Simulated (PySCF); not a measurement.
**Excited-state calculation, with input and output: C₂H₆OS₃Si₂**

C₂H₆OS₃Si₂, SMILES O[Si]1(S[SiH3])SC=CS1, computed with TDDFT wB97X-D/def2-SVPD, vertical, gas phase, core orbitals frozen in the response (PySCF 2.14.0).

The geometry comes from this level: GFN2-xTB. It belongs to a series of runs on one base structure; here: H on Si replaced by SSiH3.

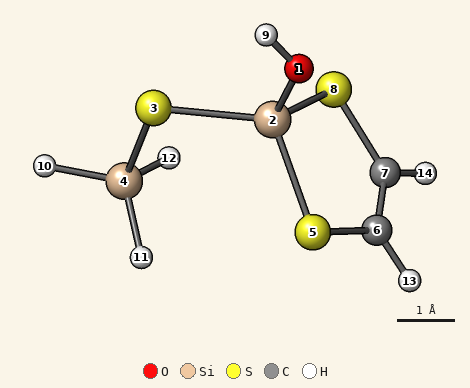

*The structure (ball-and-stick view, seen at a tilt; atoms are numbered from 1 in the order of the input).*

Input file
```
{"job": {"kind": "uv", "xc": "wB97X-D", "basis": "def2-SVPD", "nstates": 8, "ntriplets": 3}, "charge": 0, "multiplicity": 1}
O     -0.953620    -2.478159     1.009397
Si    -0.288162    -1.127117     0.432100
S      1.818658    -1.468195     0.286506
Si     2.606085     0.417090    -0.430232
S     -0.873894     0.533066     1.665480
C     -1.869910     1.306108     0.459652
C     -2.011342     0.867054    -0.786787
S     -1.224501    -0.554328    -1.420698
H     -0.467561    -3.292153     1.124841
H      4.006713     0.090174    -0.621573
H      2.363317     1.405915     0.611791
H      1.903327     0.740305    -1.665015
H     -2.374057     2.187814     0.815729
H     -2.635730     1.371953    -1.503358
```

The first line tells a small driver script what to run in PySCF; the rest is the geometry in Å.

Hardware: 1 CPU thread, shared host.

Launched with:
```bash
OMP_NUM_THREADS=1 python <driver script> task.json out
```

Log
```
coarse grid: 15104 points
cycle   1  E = -1927.6979322511  dE =  1.221e+00  |g| = 7.198e-01  |ddm| = 6.124e+00
cycle   2  E = -1927.6895051849  dE =  8.427e-03  |g| = 8.197e-01  |ddm| = 2.548e+00
cycle   3  E = -1927.8176930201  dE = -1.282e-01  |g| = 7.536e-02  |ddm| = 1.176e+00
cycle   4  E = -1927.8189815169  dE = -1.288e-03  |g| = 2.947e-02  |ddm| = 2.271e-01
cycle   5  E = -1927.8192354856  dE = -2.540e-04  |g| = 8.312e-03  |ddm| = 8.219e-02
cycle   6  E = -1927.8192599818  dE = -2.450e-05  |g| = 2.068e-03  |ddm| = 4.069e-02
cycle   7  E = -1927.8192618725  dE = -1.891e-06  |g| = 6.219e-04  |ddm| = 6.678e-03
final grid: 124952 points
cycle   8  E = -1928.0309884180  dE = -9.612e-05  |g| = 6.218e-03  |ddm| = 1.321e-01
cycle   9  E = -1928.0309930648  dE = -4.647e-06  |g| = 4.534e-03  |ddm| = 2.543e-02
cycle  10  E = -1928.0309979033  dE = -4.838e-06  |g| = 9.909e-04  |ddm| = 1.020e-02
cycle  11  E = -1928.0309981419  dE = -2.387e-07  |g| = 2.927e-04  |ddm| = 2.123e-03
cycle  12  E = -1928.0309981702  dE = -2.825e-08  |g| = 9.823e-05  |ddm| = 8.838e-04
cycle  13  E = -1928.0309981734  dE = -3.203e-09  |g| = 3.528e-05  |ddm| = 3.653e-04
cycle  14  E = -1928.0309981739  dE = -4.807e-10  |g| = 7.690e-06  |ddm| = 1.055e-04
```

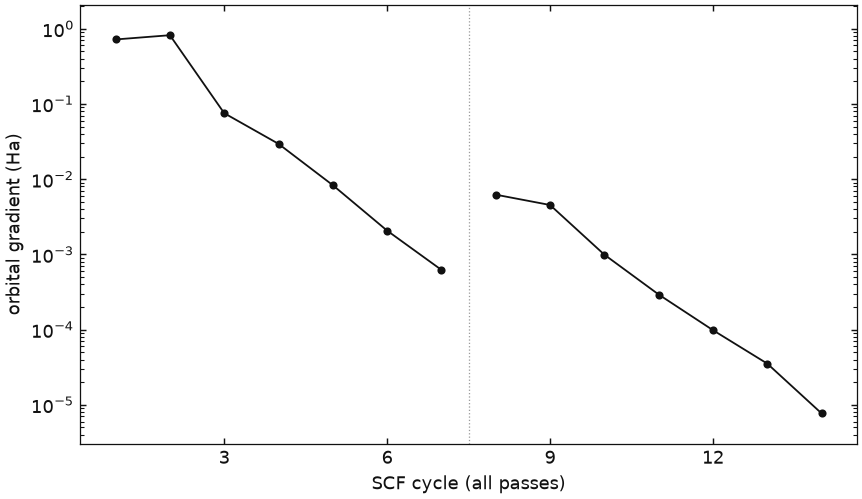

*Convergence of the self-consistent field: orbital gradient against the SCF cycle. The dotted line marks the change from a coarse to the final integration grid.*

The first 7 cycles use a coarse grid, the final grid takes over at cycle 8, and the field converges after 14 cycles in all.

```
converged SCF energy = -1928.0309981739

Static polarisability (au): isotropic 131.970, principal 122.344 127.788 145.777

Singlet excitations
state   eV       nm        f      main configurations
  1   4.6835    264.7   0.00425   H->L 0.47, H->L+1 0.40
  2   5.5347    224.0   0.07834   H->L+2 0.91
  3   5.6582    219.1   0.03842   H->L+1 0.38, H->L+3 0.22, H->L 0.17
  4   6.0628    204.5   0.00170   H-1->L 0.41, H->L+10 0.14, H-2->L+1 0.10
  5   6.0995    203.3   0.00902   H->L+4 0.27, H->L 0.16, H->L+3 0.15
  6   6.2329    198.9   0.00397   H-1->L 0.39, H-2->L 0.21, H->L+10 0.10
  7   6.2837    197.3   0.02376   H->L+9 0.37, H->L+7 0.25, H->L+5 0.12
  8   6.3351    195.7   0.00921   H->L+5 0.28, H->L+4 0.19, H->L+3 0.18

Triplet excitations (Tamm-Dancoff, eV): 3.8092 4.4220 5.3461
```

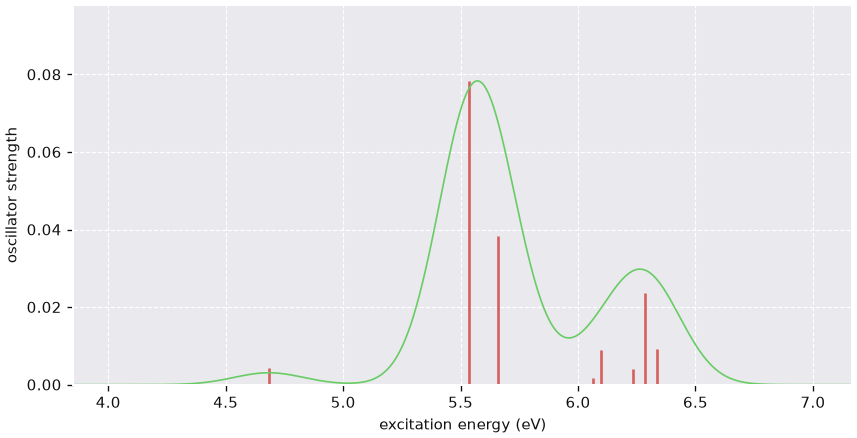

*Computed excitations as sticks (degenerate states added up, dark ones marked on the axis), with a Gaussian envelope of 0.35 eV full width at half maximum, scaled to the tallest.*

Of the 8 states the lowest lies at 4.68 eV (f = 0.004); the strongest line is at 5.53 eV, or 224 nm (f = 0.078).

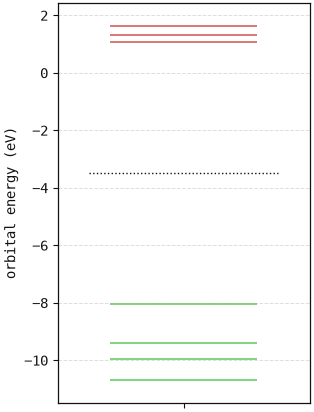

*Orbital energies near the frontier; the dotted line parts filled from empty levels, and levels within 0.02 eV of each other stand side by side.*

Highest filled −8.06 eV, lowest empty 1.07 eV, 9.13 eV apart.

Results in brief

- outcome: converged
- total energy: −1928.030998 hartree
- HOMO: −8.06 eV
- LUMO: 1.07 eV
- dipole moment: 1.30 D
- mean polarisability: 131.97 a.u.
- lowest singlet excitation: 4.68 eV
- wall time: 2 min
- peak memory: 1.1 GiB
